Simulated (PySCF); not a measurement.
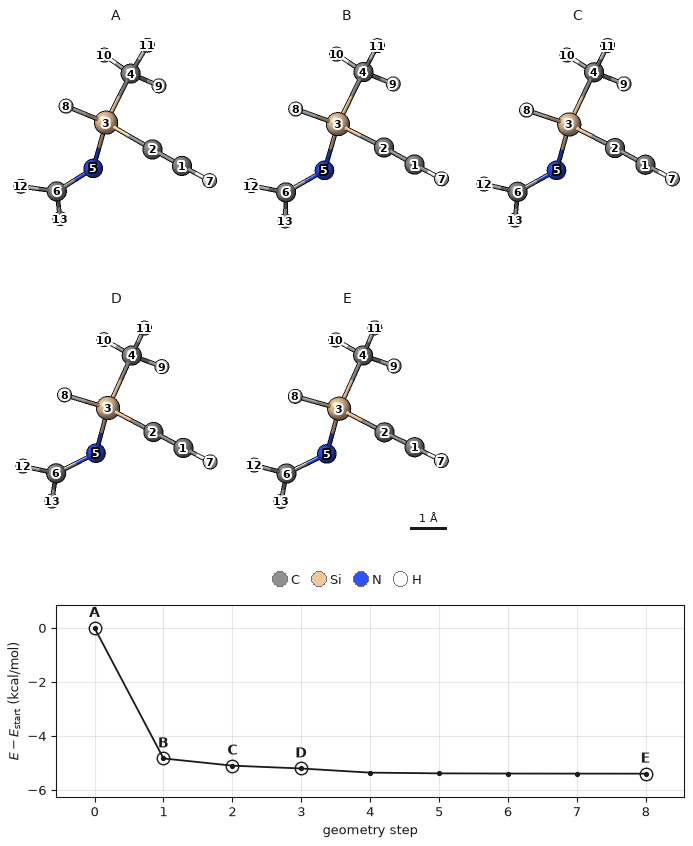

Frames of a relaxation of C4H7NSi, marked on the history of the run. Style: ball-and-stick. Shown from a free direction.

The start comes from GFN2-xTB. Its atoms were then displaced at random by about 0.01 Å.

The calculation used PBE0-D3(BJ)/def2-SVP geometry optimisation, gas phase (PySCF). 

Q: What happens along the run?

A: The energy falls by 5.39 kcal/mol in 8 geometry steps. H13 moves most after the best rigid fit: 0.28 Å. Largest moves by element: H 0.28 Å, N 0.19 Å, Si 0.15 Å, C 0.08 Å. Near-neighbour distances that change, for instance: C1–C2 1.174 → 1.217 Å, C4–H9 1.076 → 1.100 Å, C4–H11 1.123 → 1.100 Å, C6–H13 1.085 → 1.107 Å. Bond angles that change, for instance: Si3–N5–C6 134.9° → 124.2°, N5–Si3–H8 116.7° → 111.1°, C2–Si3–N5 103.0° → 107.4°. Cost: 84 s on 1 thread of Arm Neoverse N1 (shared host). From step 0 to 1: H13 moves most (0.18 Å), energy −4.83 kcal/mol. From step 1 to 2: H12 moves most (0.07 Å), energy −0.27 kcal/mol. From step 2 to 3: H13 moves most (0.07 Å), energy −0.11 kcal/mol. From step 3 to 8: H atoms move most (0.05 Å), energy −0.19 kcal/mol.

```
step  E − E(0), kcal/mol
   0                0.00
   1               -4.83
   2               -5.09
   3               -5.20
   4               -5.35
   5               -5.38
   6               -5.39
   7               -5.39
   8               -5.39
```
